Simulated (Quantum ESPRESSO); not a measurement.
# Sr3Ru2O7: which magnetic order is lowest, part 2 of 3

Does Sr3Ru2O7 prefer parallel or opposed moments?

Quantum ESPRESSO 7.5; PBEsol with U = 2 eV on Ru d (ortho-atomic projectors); plane waves with GBRV 1.5 PBEsol potentials, no spin-orbit coupling.

So far, absolute magnetization (μB): step 2 (run 1, typed as ferro ++) 4.08.

## Step 3: Run 2, typed as antiferro +−

The input, pw.in:

```
&CONTROL
  calculation = 'scf'
  prefix = 'pwscf'
  outdir = './tmp'
  pseudo_dir = './pseudo'
  disk_io = 'nowf'
/
&SYSTEM
  ibrav = 0
  nat = 12
  ntyp = 4
  ecutwfc = 40
  ecutrho = 280
  nbnd = 68
  occupations = 'smearing'
  smearing = 'fd'
  degauss = 0.00367493
  nspin = 2
  starting_magnetization(1) = 0
  starting_magnetization(2) = 0.125
  starting_magnetization(3) = -0.125
  starting_magnetization(4) = 0
/
&ELECTRONS
  conv_thr = 2.4d-08
  electron_maxstep = 150
  mixing_beta = 0.3
/
ATOMIC_SPECIES
Sr     87.6200 sr_pbesol_v1.uspp.F.UPF
Ru1   101.0700 ru_pbesol_v1.2.uspp.F.UPF
Ru2   101.0700 ru_pbesol_v1.2.uspp.F.UPF
O      15.9990 o_pbesol_v1.2.uspp.F.UPF
CELL_PARAMETERS angstrom
  -1.9451500000    1.9451500000   10.2759950000
   1.9451500000   -1.9451500000   10.2759950000
   1.9451500000    1.9451500000  -10.2759950000
ATOMIC_POSITIONS crystal
Sr      0.5000000000    0.5000000000    0.0000000000
Sr      0.3144000000    0.3144000000    0.0000000000
Sr      0.6856000000    0.6856000000    0.0000000000
Ru1     0.0972000000    0.0972000000    0.0000000000
Ru2     0.9028000000    0.9028000000    0.0000000000
O       0.0000000000    0.0000000000    0.0000000000
O       0.1952000000    0.1952000000    0.0000000000
O       0.8048000000    0.8048000000    0.0000000000
O       0.5961000000    0.0961000000    0.5000000000
O       0.0961000000    0.5961000000    0.5000000000
O       0.4039000000    0.9039000000    0.5000000000
O       0.9039000000    0.4039000000    0.5000000000
K_POINTS automatic
8 8 8 0 0 0
HUBBARD {ortho-atomic}
U Ru1-4d 2.0000
U Ru2-4d 2.0000
```

The run is started by

```bash
$ OMP_NUM_THREADS=1 mpirun -n 4 pw.x -nk 4 -in pw.in > pw.out
```

Output:

```text
[banner, memory and clock lines left out]
Program PWSCF v.7.5 starts

     Message from routine setup:
     using ibrav=0 with symmetry is DISCOURAGED, use correct ibrav instead

     bravais-lattice index     =            0
     lattice parameter (alat)  =      20.1026  a.u.
     unit-cell volume          =    1049.5102 (a.u.)^3
     number of atoms/cell      =           12
     number of atomic types    =            4
     number of electrons       =       104.00
     number of Kohn-Sham states=           68
     kinetic-energy cutoff     =      40.0000  Ry
     charge density cutoff     =     280.0000  Ry
     scf convergence threshold =      2.4E-08
     mixing beta               =       0.3000
     number of iterations used =            8  plain     mixing
     Exchange-correlation= SLA  PW   PSX  PSC
                           (   1   4  10   8   0   0   0)
     Hubbard projectors: ortho-atomic
     Hubbard parameters of DFT+U (Dudarev formulation) in eV:
     U(Ru1-4d) =  2.0000
     U(Ru2-4d) =  2.0000

     Internal variables: lda_plus_u =T, lda_plus_u_kind = 0

     Internal variables: orbital_resolved =F, hub_pot_fix =F, apply_U = F

     celldm(1)=  20.102573  celldm(2)=   0.000000  celldm(3)=   0.000000
     celldm(4)=   0.000000  celldm(5)=   0.000000  celldm(6)=   0.000000

     crystal axes: (cart. coord. in units of alat)
               a(1) = (  -0.182852   0.182852   0.965987 )
               a(2) = (   0.182852  -0.182852   0.965987 )
               a(3) = (   0.182852   0.182852  -0.965987 )

     reciprocal axes: (cart. coord. in units 2 pi/alat)
               b(1) = (  0.000000  2.734448  0.517606 )
               b(2) = (  2.734448  0.000000  0.517606 )
               b(3) = (  2.734448  2.734448  0.000000 )

     PseudoPot. # 1 for Sr read from file:
     sr_pbesol_v1.uspp.F.UPF
     Pseudo is Ultrasoft + core correction, Zval = 10.0

     PseudoPot. # 2 for Ru read from file:
     ru_pbesol_v1.2.uspp.F.UPF
     Pseudo is Ultrasoft + core correction, Zval = 16.0

     PseudoPot. # 3 for Ru read from file:
     ru_pbesol_v1.2.uspp.F.UPF
     Pseudo is Ultrasoft + core correction, Zval = 16.0

     PseudoPot. # 4 for O  read from file:
     o_pbesol_v1.2.uspp.F.UPF
     Pseudo is Ultrasoft + core correction, Zval =  6.0

     atomic species   valence    mass     pseudopotential
     Sr               10.00    87.62000     Sr( 1.00)
     Ru1              16.00   101.07000     Ru( 1.00)
     Ru2              16.00   101.07000     Ru( 1.00)
     O                 6.00    15.99900     O ( 1.00)

     Starting magnetic structure
     atomic species   magnetization
     Sr              0.000
     Ru1             0.125
     Ru2            -0.125
     O               0.000

      8 Sym. Ops. (no inversion) found

   Cartesian axes

     site n.     atom                  positions (alat units)
         1        Sr     tau(   1) = (   0.0000000   0.0000000   0.9659866  )
         2        Sr     tau(   2) = (  -0.0000000   0.0000000   0.6074124  )
         3        Sr     tau(   3) = (   0.0000000  -0.0000000   1.3245608  )
         4        Ru1    tau(   4) = (   0.0000000  -0.0000000   0.1877878  )
         5        Ru2    tau(   5) = (   0.0000000  -0.0000000   1.7441854  )
         6        O      tau(   6) = (   0.0000000   0.0000000   0.0000000  )
         7        O      tau(   7) = (  -0.0000000   0.0000000   0.3771212  )
         8        O      tau(   8) = (  -0.0000000   0.0000000   1.5548520  )
         9        O      tau(   9) = (   0.0000000   0.1828523   0.1856626  )
        10        O      tau(  10) = (   0.1828523   0.0000000   0.1856626  )
        11        O      tau(  11) = (   0.1828523  -0.0000000   0.7803240  )
        12        O      tau(  12) = (  -0.0000000   0.1828523   0.7803240  )

     number of k points=    59  Fermi-Dirac smearing, width (Ry)=  0.0037
                       cart. coord. in units 2pi/alat
        k(    1) = (   0.0000000   0.0000000   0.0000000), wk =   0.0019531
        k(    2) = (   0.3418060   0.3418060   0.0000000), wk =   0.0078125
        k(    3) = (   0.6836120   0.6836120   0.0000000), wk =   0.0078125
        k(    4) = (   1.0254180   1.0254180   0.0000000), wk =   0.0078125
        k(    5) = (  -1.3672241  -1.3672241   0.0000000), wk =   0.0039062
        [... 54 further k-points ...]

     Dense  grid:    83095 G-vectors     FFT dimensions: ( 108, 108, 108)

     Smooth grid:    35859 G-vectors     FFT dimensions: (  81,  81,  81)

     Check: negative core charge=   -0.000003
     Generating pointlists ...
     new r_m :   0.0950 (alat units)  1.9096 (a.u.) for type    1
     new r_m :   0.0754 (alat units)  1.5164 (a.u.) for type    2
     new r_m :   0.0754 (alat units)  1.5164 (a.u.) for type    3
     new r_m :   0.0754 (alat units)  1.5164 (a.u.) for type    4

     Initial potential from superposition of free atoms

     starting charge     101.9077, renormalised to     104.0000

     negative rho (up, down):  1.698E-01 1.698E-01

     STARTING HUBBARD OCCUPATIONS:

     =================== HUBBARD OCCUPATIONS ===================
     ------------------------ ATOM    4 ------------------------
     Tr[ns(  4)] (up, down, total) =   5.00000  1.00000  6.00000
     Atomic magnetic moment for atom   4 =   4.00000
     [... lines left out ...]
     ------------------------ ATOM    5 ------------------------
     Tr[ns(  5)] (up, down, total) =   1.00000  5.00000  6.00000
     Atomic magnetic moment for atom   5 =  -4.00000
     [... lines left out ...]
     Number of occupied Hubbard levels =   12.0000

     Atomic wfc used for Hubbard projectors are orthogonalized

     Starting wfcs are   93 randomized atomic wfcs

     Self-consistent Calculation

     iteration #  1     ecut=    40.00 Ry     beta= 0.30
     Davidson diagonalization with overlap
     ethr =  1.00E-02,  avg # of iterations =  2.0

     =================== HUBBARD OCCUPATIONS ===================
     ------------------------ ATOM    4 ------------------------
     Tr[ns(  4)] (up, down, total) =   3.61256  1.62300  5.23556
     Atomic magnetic moment for atom   4 =   1.98957
     [... lines left out ...]
     ------------------------ ATOM    5 ------------------------
     Tr[ns(  5)] (up, down, total) =   1.62303  3.61261  5.23564
     Atomic magnetic moment for atom   5 =  -1.98958
     [... lines left out ...]
     Number of occupied Hubbard levels =   10.4712

     negative rho (up, down):  1.704E-01 1.704E-01

     total energy              =    -824.05081042 Ry
     estimated scf accuracy    <       3.96784692 Ry

     total magnetization       =     0.00 Bohr mag/cell
     absolute magnetization    =     4.46 Bohr mag/cell

     iteration #  2     ecut=    40.00 Ry     beta= 0.30
     Davidson diagonalization with overlap
     ethr =  3.82E-03,  avg # of iterations =  2.0

     negative rho (up, down):  1.714E-01 1.714E-01

     total energy              =    -824.75251615 Ry
     estimated scf accuracy    <       0.27501037 Ry

     total magnetization       =    -0.00 Bohr mag/cell
     absolute magnetization    =     3.90 Bohr mag/cell

     [... further iterations left out ...]

     iteration # 14     ecut=    40.00 Ry     beta= 0.30
     Davidson diagonalization with overlap
     ethr =  1.69E-10,  avg # of iterations =  2.0

     negative rho (up, down):  1.758E-01 1.758E-01

     total energy              =    -824.77364586 Ry
     estimated scf accuracy    <       0.00000007 Ry

     total magnetization       =     0.00 Bohr mag/cell
     absolute magnetization    =     3.80 Bohr mag/cell

     iteration # 15     ecut=    40.00 Ry     beta= 0.30
     Davidson diagonalization with overlap
     ethr =  6.56E-11,  avg # of iterations =  2.1

     negative rho (up, down):  1.758E-01 1.758E-01

     Magnetic moment per site  (integrated on atomic sphere of radius R)
     atom   1 (R=0.095)  charge=  6.9986  magn= -0.0000
     atom   2 (R=0.095)  charge=  7.0167  magn= -0.0043
     atom   3 (R=0.095)  charge=  7.0167  magn=  0.0043
     atom   4 (R=0.075)  charge= 11.1386  magn=  1.0081
     atom   5 (R=0.075)  charge= 11.1386  magn= -1.0081
     atom   6 (R=0.075)  charge=  5.3537  magn=  0.0000
     atom   7 (R=0.075)  charge=  5.2859  magn=  0.0352
     atom   8 (R=0.075)  charge=  5.2859  magn= -0.0352
     atom   9 (R=0.075)  charge=  5.3849  magn=  0.1902
     atom  10 (R=0.075)  charge=  5.3849  magn=  0.1902
     atom  11 (R=0.075)  charge=  5.3849  magn= -0.1902
     atom  12 (R=0.075)  charge=  5.3849  magn= -0.1902

     End of self-consistent calculation

     =================== HUBBARD OCCUPATIONS ===================
     ------------------------ ATOM    4 ------------------------
     Tr[ns(  4)] (up, down, total) =   3.76630  2.43375  6.20005
     Atomic magnetic moment for atom   4 =   1.33255
     [... lines left out ...]
     ------------------------ ATOM    5 ------------------------
     Tr[ns(  5)] (up, down, total) =   2.43374  3.76628  6.20001
     Atomic magnetic moment for atom   5 =  -1.33254
     [... lines left out ...]
     Number of occupied Hubbard levels =   12.4001

     Number of k-points >= 100: set verbosity='high' to print the bands.

     the Fermi energy is    11.9706 ev

!    total energy              =    -824.77364589 Ry
     estimated scf accuracy    <          9.6E-09 Ry
     smearing contrib. (-TS)   =      -0.00239229 Ry
     internal energy E=F+TS    =    -824.77125360 Ry

     The total energy is F=E-TS. E is the sum of the following terms:
     one-electron contribution =    -328.60445316 Ry
     hartree contribution      =     223.11288790 Ry
     xc contribution           =    -156.77993888 Ry
     ewald contribution        =    -562.75672709 Ry
     Hubbard energy            =       0.25697763 Ry

     total magnetization       =     0.00 Bohr mag/cell
     absolute magnetization    =     3.80 Bohr mag/cell

     convergence has been achieved in  15 iterations
```

Run time: 21 min. Hardware: 4 MPI ranks of Arm Neoverse V2, shared host; peak memory 2.5 GiB; 83 min of CPU time.

Spin moment in the atom's sphere by atom:

```csv
atom,spin moment in the atom's sphere (μB)
Sr1,0.00
Sr2,0.00
Sr3,0.00
Ru4,1.01
Ru5,-1.01
O6,0.00
O7,0.04
O8,-0.04
O9,0.19
O10,0.19
O11,-0.19
O12,-0.19
```

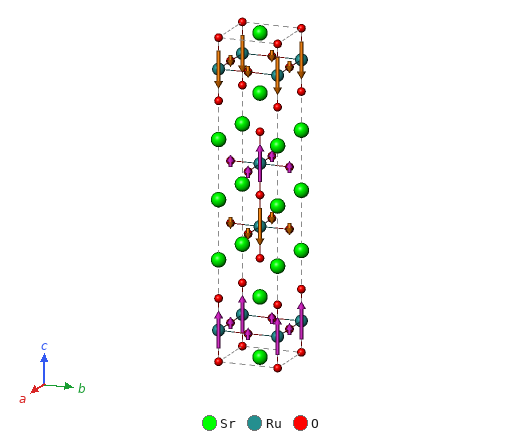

Spin moment in the atom's sphere as arrows, the longest 1.01 μB. Up and down stand for the sign. Arrows give size and sign along the axis of quantisation, drawn up and down the page. Each arrow also spans its atom, so small moments look longer than they are. The two directions have two colours. Some periodic images of atoms are drawn too.

Numbers from this step:

* smearing term TS: 0.03255 eV
* magnetization: 0 μB
* absolute magnetization: 3.799 μB
* final state: antiferromagnetic

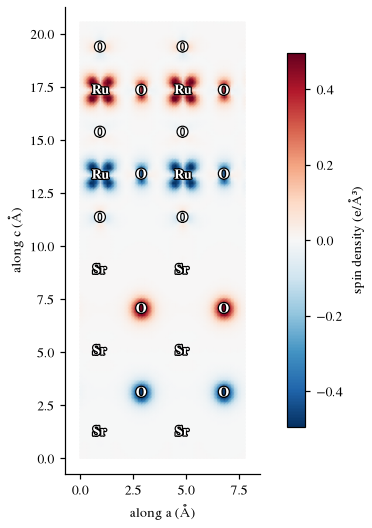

Spin density in the ac plane of the conventional cell at fractional y = 0.000, with atoms of Sr and Ru and O within 0.2 Å of it. The map starts off the cell's origin, so that atoms lie inside it.

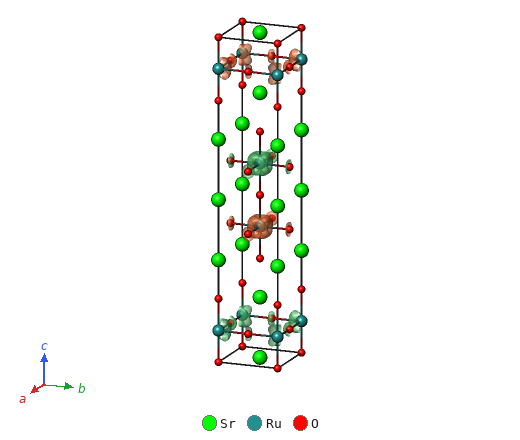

Surfaces of spin density = ±0.25 e/Å³, which hold about 50 % of the integral of its size. The two colours are the two signs.

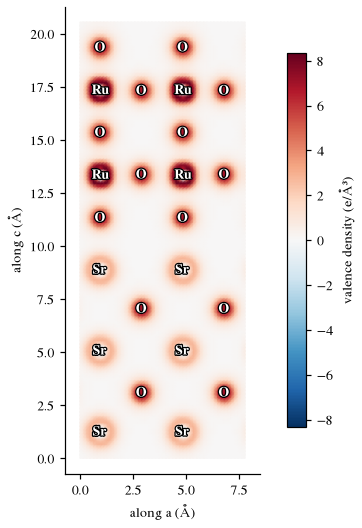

Valence density in the ac plane of the conventional cell at fractional y = 0.000, with atoms of Sr and Ru and O within 0.2 Å of it. It is the smooth field of the valence electrons, not physical close to the nuclei. The map starts off the cell's origin, so that atoms lie inside it.

## Step 4: The states side by side

An order is kept where moments of 0.15 μB or more survive with the typed signs; meshes match where a doubled cell samples the same k points as the first cell.

Orders:

```csv
start,final state,typed order kept,energy over the lowest (meV a seeded atom),largest site moment (μB),net moment (μB a cell of the first run),mesh matched,CPU time (s)
ferro ++,ferromagnetic,yes,0,1.037,4.001,yes,4805
antiferro +-,antiferromagnetic,yes,61.07,1.008,0,yes,4978
```

## Step 5: The lowest state again, with its states saved

The input, pw.in:

```
&CONTROL
  calculation = 'scf'
  prefix = 'pwscf'
  outdir = './tmp'
  pseudo_dir = './pseudo'
  disk_io = 'low'
/
&SYSTEM
  ibrav = 0
  celldm(1) = 8
  nat = 12
  ntyp = 3
  ecutwfc = 40
  ecutrho = 280
  nbnd = 74
  occupations = 'smearing'
  smearing = 'fd'
  degauss = 0.00367493
  nspin = 2
  starting_magnetization(1) = 0
  starting_magnetization(2) = 0.125
  starting_magnetization(3) = 0
/
&ELECTRONS
  conv_thr = 2.4d-08
  electron_maxstep = 150
  mixing_beta = 0.3
/
ATOMIC_SPECIES
Sr     87.6200 sr_pbesol_v1.uspp.F.UPF
Ru    101.0700 ru_pbesol_v1.2.uspp.F.UPF
O      15.9990 o_pbesol_v1.2.uspp.F.UPF
CELL_PARAMETERS alat
  -0.4594750964145    0.4594750964145    2.4273520260030
   0.4594750964145   -0.4594750964145    2.4273520260030
   0.4594750964145    0.4594750964145   -2.4273520260030
ATOMIC_POSITIONS crystal
Sr      0.5000000000    0.5000000000    0.0000000000
Sr      0.3144000000    0.3144000000    0.0000000000
Sr      0.6856000000    0.6856000000    0.0000000000
Ru      0.0972000000    0.0972000000    0.0000000000
Ru      0.9028000000    0.9028000000    0.0000000000
O       0.0000000000    0.0000000000    0.0000000000
O       0.1952000000    0.1952000000    0.0000000000
O       0.8048000000    0.8048000000    0.0000000000
O       0.5961000000    0.0961000000    0.5000000000
O       0.0961000000    0.5961000000    0.5000000000
O       0.4039000000    0.9039000000    0.5000000000
O       0.9039000000    0.4039000000    0.5000000000
K_POINTS automatic
8 8 8 0 0 0
HUBBARD {ortho-atomic}
U Ru-4d 2.0000
```

Output:

```text
     [... lines left out ...]
Program PWSCF v.7.5 starts
     [... lines left out ...]
     number of atoms/cell      =           12
     [... lines left out ...]
     number of electrons       =       104.00
     number of Kohn-Sham states=           74
     kinetic-energy cutoff     =      40.0000  Ry
     charge density cutoff     =     280.0000  Ry
     scf convergence threshold =      2.4E-08
     [... lines left out ...]
     16 Sym. Ops., with inversion, found
     [... lines left out ...]
     number of k points=    59  Fermi-Dirac smearing, width (Ry)=  0.0037
     [... lines left out ...]
     iteration # 13     ecut=    40.00 Ry     beta= 0.30
     [... lines left out ...]
     Magnetic moment per site  (integrated on atomic sphere of radius R)
     atom   1 (R=0.239)  charge=  6.9988  magn=  0.0078
     atom   2 (R=0.239)  charge=  7.0170  magn=  0.0030
     atom   3 (R=0.239)  charge=  7.0170  magn=  0.0030
     atom   4 (R=0.190)  charge= 11.1396  magn=  1.0372
     atom   5 (R=0.190)  charge= 11.1396  magn=  1.0372
     atom   6 (R=0.190)  charge=  5.3402  magn=  0.1983
     atom   7 (R=0.190)  charge=  5.2839  magn=  0.0534
     atom   8 (R=0.190)  charge=  5.2839  magn=  0.0534
     atom   9 (R=0.190)  charge=  5.3874  magn=  0.1790
     atom  10 (R=0.190)  charge=  5.3874  magn=  0.1790
     atom  11 (R=0.190)  charge=  5.3874  magn=  0.1790
     atom  12 (R=0.190)  charge=  5.3874  magn=  0.1790
     [... lines left out ...]
     Tr[ns(  4)] (up, down, total) =   3.78356  2.41863  6.20219
     [... lines left out ...]
     Tr[ns(  5)] (up, down, total) =   3.78356  2.41863  6.20219
     [... lines left out ...]
     the Fermi energy is    12.0920 ev
!    total energy              =    -824.78262360 Ry
     estimated scf accuracy    <       0.00000002 Ry
     smearing contrib. (-TS)   =      -0.00181482 Ry
     [... lines left out ...]
     total magnetization       =     4.00 Bohr mag/cell
     absolute magnetization    =     4.08 Bohr mag/cell
     convergence has been achieved in  13 iterations
```

Run time: 20 min. Hardware: 4 MPI ranks; peak memory 2.6 GiB; 81 min of CPU time.

Numbers from this step:

```yaml
smearing_term_ts: 0.02469 eV
magnetization: 4.001 μB
absolute_magnetization: 4.078 μB
final_state: ferromagnetic
largest_moment: 1.037 μB
```

[end of part 2 of 3]

[Logs and program files are shortened in this print: banners, set-up blocks, solver, clock and traceback lines can be left out without a mark of their own.]

[Logs are printed without paths, hosts, clocks, repeated set-up lines and the standing remarks that a program may print on its own settings, such as how far it seeks lower states.]

[Hosts, paths, dates, database ids (printed as entryN), source tags and the programs' standing remarks are cut or masked in the printed files.]

[Where a cell is said to come from a database of computed structures, the database is the Materials Project.]
